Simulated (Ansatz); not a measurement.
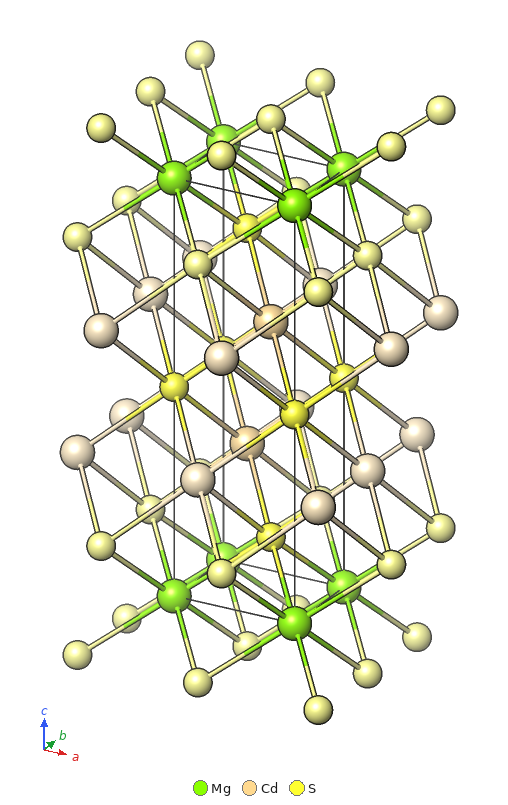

Crystal structure, ball-and-stick style, seen slightly off an axis. One simulation cell is framed, with atoms on its boundary repeated. Bonded atoms from the next cells complete the picture, in fainter colours.

This input was run:
```yaml
crystal:
  lattice:
    - [3.826559142, 0.0, 0.0]
    - [-1.913279571, 3.313897426, 0.0]
    - [0.0, 0.0, 9.3808635501]
  atoms:
    - { symbol: Mg, position: [0.0, 0.0, 0.0] }
    - { symbol: Cd, position: [0.3333333333, 0.6666666667, 0.3288206439] }
    - { symbol: Cd, position: [0.6666666667, 0.3333333333, 0.6711793561] }
    - { symbol: S, position: [0.0, 0.0, 0.5] }
    - { symbol: S, position: [0.6666666667, 0.3333333333, 0.1558803438] }
    - { symbol: S, position: [0.3333333333, 0.6666666667, 0.8441196562] }
basis:
  ecutwfc: 500
kpoints:
  mp_grid: { grid: [12, 12, 4] }
  band_path:
    path:
      - [[0.0, 0.0, 0.0], [0.5, 0.0, 0.0], [0.33333333, 0.33333333, 0.0], [0.0, 0.0, 0.0], [0.0, 0.0, 0.5], [0.5, 0.0, 0.5], [0.33333333, 0.33333333, 0.5], [0.0, 0.0, 0.5]]
      - [[0.5, 0.0, 0.5], [0.5, 0.0, 0.0]]
      - [[0.33333333, 0.33333333, 0.5], [0.33333333, 0.33333333, 0.0]]
    npoints: 14
hamiltonian:
  xc: r2scan
scf:
  occupations: { method: gaussian, width: 0.02 }
  n_extra_bands: 15
output:
  forces: true
  stress: true
  eigenvalues: true
  populations: true
  dos: { projected: true, de: 0.02, nscf_kmesh: { grid: [18, 18, 6] } }
  bader: true
  write_density: true
  write_potential: true
  elf: true
  volumetric_format: npy
```
Run as:
```sh
ansatz run input.yaml --threads 1 --pin off --max-ram 2560MiB --backend cpu --events-out ev --progress --plain --runs-dir out
```

Results below were computed with Ansatz 0.2.0, DFT r2SCAN, scalar-relativistic, plane waves, PAW; the settings were an energy cutoff of 500 eV, a 12×12×4 sampling of the Brillouin zone, Gaussian smearing of 0.02 eV, no spin polarisation.

**What are the atomic charges by Bader's partition?**

Mg +1.71 e; Cd +1.04 e; S -1.37 to -1.03 e. The transfer is large, as in an ionic solid.

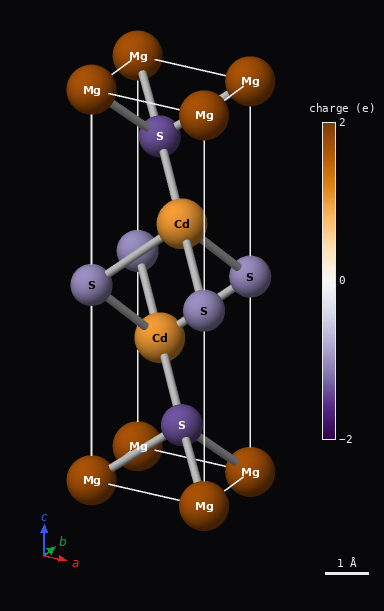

The atoms coloured by those charges.

Starting structure: a structure type filled with these elements by a generator (whether the compound takes this form wasn't checked). Earlier steps of the study, as a rule a relaxation of our own, may have changed the cell and positions, so they can lie some per cent off the listed ones. Ansatz was used for an electronic-structure calculation on it.
